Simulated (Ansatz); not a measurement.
Consider CH₃ILi (charge +1).

```yaml
atoms:
  - { symbol: Li, position_ang: [0.0729, -0.4151, -2.9727] }
  - { symbol: C, position_ang: [-0.1871, 0.0414, 0.7614] }
  - { symbol: I, position_ang: [1.2776, 0.3761, -0.7717] }
  - { symbol: H, position_ang: [-0.3927, -1.0233, 0.7908] }
  - { symbol: H, position_ang: [0.2894, 0.3839, 1.6750] }
  - { symbol: H, position_ang: [-1.0602, 0.6370, 0.5172] }
```

Geometry: PBE0-D4/def2-TZVP; core potentials replace the inner electrons of I.

Computed with RKS PBE0-D4/def2-TZVPPD (Ansatz).

**What will maps of the electron density and electron localisation function show?**

C–I (2.15 Å): ρ is about 0.82 e/Å³ halfway; the ELF peaks at about 0.85 between the atoms, as expected for a shared electron pair.
Li–I (2.63 Å): ρ is about 0.37 e/Å³ halfway; the ELF peaks at about 0.90 in the valence shell of I, 1.4 Å from its nucleus, and falls to about 0.05 next to Li: an ionic contact with no shared pair.
C–H (1.09 Å): ρ at the midpoint is about 2.1 e/Å³; the ELF climbs to about 1 towards the hydrogen, as it does in any bond to H: a covalent bond by its length.

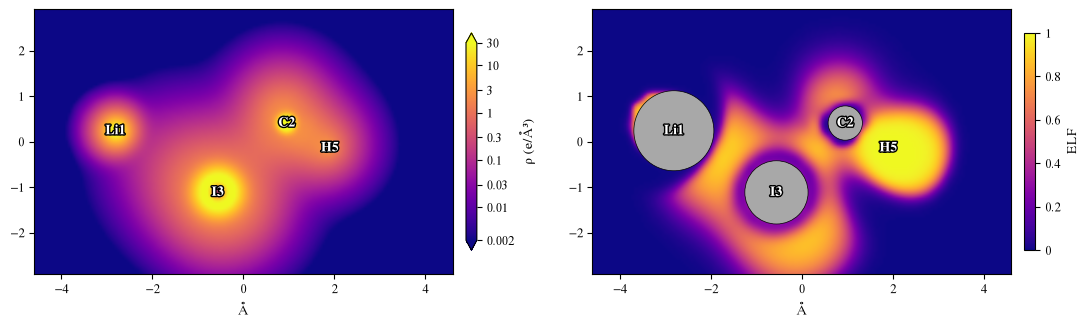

Computed electron density and electron localisation function on the plane of atoms I3, C2 and H5, in this order. Grey discs cover the atomic cores in the ELF map. 
